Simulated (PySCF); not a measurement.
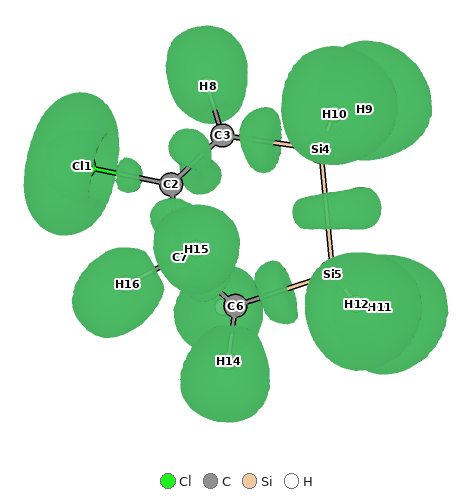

Figure 1: C₄H₉ClSi₂ (SMILES ClC1=C[SiH2][SiH2]CC1). Isosurface of the ELF at 0.8 (green), seen across its widest extent. Core shells and regions of very low density are left out.

Geometry: GFN2-xTB.

The calculation used PySCF, PBE0/pcSseg-1, SCF density, gas phase, non-relativistic.

```xyz
16

Cl    2.3802    2.1535    0.7880
C     1.0518    1.1929    0.1693
C    -0.1472    1.7437    0.0477
Si   -1.6694    0.8106   -0.5572
Si   -1.1732   -1.3880   -0.0565
C     0.6197   -1.2667    0.5932
C     1.4396   -0.2168   -0.1709
H    -0.2644    2.7776    0.3410
H    -2.8266    1.4078    0.1218
H    -1.8413    1.0964   -1.9899
H    -1.9882   -2.0585    0.9637
H    -1.1595   -2.2817   -1.2255
H     0.6293   -1.0134    1.6542
H     1.1266   -2.2279    0.5015
H     1.3153   -0.3709   -1.2477
H     2.4998   -0.3497    0.0557
```

Q: Describe the localisation domains.

A: The ELF exceeds this value in three regions between bonded C–C atoms (shared pairs), one region between bonded C–Cl atoms (shared pairs), two regions between bonded C–Si atoms (shared pairs), one region between bonded Si–Si atoms (shared pairs), nine regions around hydrogen nuclei and one ring or bowl of non-bonding electrons around Cl.

Values along the shortest contacts:
C–C (1.33 Å): the ELF peaks at about 0.95 between the atoms (a multiple bond). C–Cl (1.75 Å): the ELF peaks at about 0.90 between the atoms; a shared electron pair.
